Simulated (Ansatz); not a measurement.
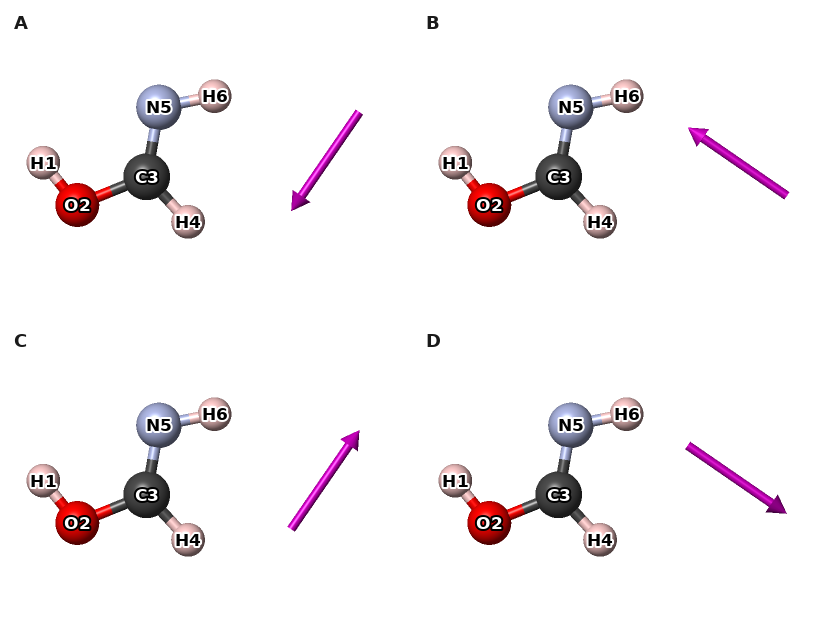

The same molecule four times, each with an arrow. Computed geometry: PBE0-D4/def2-TZVP optimisation. Level of theory: RKS PBE0-D4/def2-TZVP (Ansatz 0.2.0).

Question: Which arrow points along the dipole moment, from the negative to the positive end?

Answer: D. The dipole moment is 0.99 D; it points from the side of H1 to the side of H4 (the outermost atoms at the two ends).
